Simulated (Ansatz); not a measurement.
Calibrating PBE-D4/def2-TZVPP on molecular compounds of Sb

The vertical ionisation energy (cation less neutral) in eV of 8 molecular compounds of Sb: x at PBE-D4/def2-TZVPP, y at CCSD(T)/def2-TZVPP. Shapes, held fixed at every level: PBE0-D4/def2-TZVP. Flexible molecules stand in one conformer, not always the lowest. Programs: Ansatz 0.2.0.

| molecule | x (eV) | y (eV) |
| --- | --- | --- |
| C2H9O2SbSi (SMILES C[O][Sb]([SiH3])[O]C) | 8.29 | 8.66 |
| C2H8ClOSbSi (SMILES CC[O][Sb]([SiH3])[Cl]) | 8.56 | ? |
| Sb(SiH3)2F | 8.88 | 9.11 |
| SiH3(SbCl2) | 8.90 | 9.22 |
| SbH2(CH3) | 9.19 | 9.28 |
| SiH3(SbH2) | 9.22 | 9.29 |
| SbH2Cl (SMILES [Cl][SbH2]) | 9.68 | 9.98 |
| SbHF2 (SMILES [F][SbH][F]) | 10.50 | 10.90 |

Question: Fit y = c + s·x to the known rows and predict y for C2H8ClOSbSi.

Answer: 
1. Means of the 7 rows: x = 9.2371, y = 9.491.
2. Σ(Δx)² = 2.9317, Σ(Δx·Δy) = 3.0238, so the slope is 3.0238/2.9317 = 1.0314.
3. Intercept: 9.491 − (1.0314) × 9.2371 = -0.036. The largest residual of the fit is 0.18.
4. C2H8ClOSbSi: -0.036 + 1.0314 × 8.56 = 8.79 eV.

CCSD(T)/def2-TZVPP gives 8.91 eV, so the prediction is off by -0.12 eV, within the largest residual. Uncorrected, PBE-D4/def2-TZVPP misses it by -0.35 eV, and the other rows by 0.25 on average. The line removes about 70 % of this miss. Left out in turn, the other rows are missed by 0.17 eV on average. Cations run unrestricted. For atoms past krypton def2 sets carry core potentials with scalar relativity. Outer-core shells of Sb are correlated, in sets that cover them unevenly.

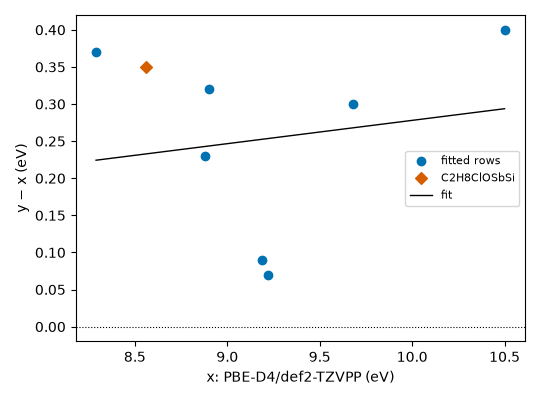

The correction y − x against x, with the fitted line and the withheld molecule.
